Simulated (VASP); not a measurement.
Band structure of Ni3Al (L1_2). Level of theory: PBE GGA with D4 dispersion, VASP's PBE PAW potentials (set 64) (plane waves; VASP).

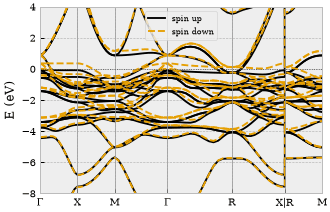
Figure: Bands along high-symmetry lines, zero at the valence-band maximum or, without a gap, the Fermi level

Question: Read the plot: is there a gap, and where are the band edges?

Answer: It has no gap at this level: it comes out as a metal or semimetal. (Edges off the drawn lines would not show.)

The compound is Ni3Al in the L1_2 structure. It was relaxed first.
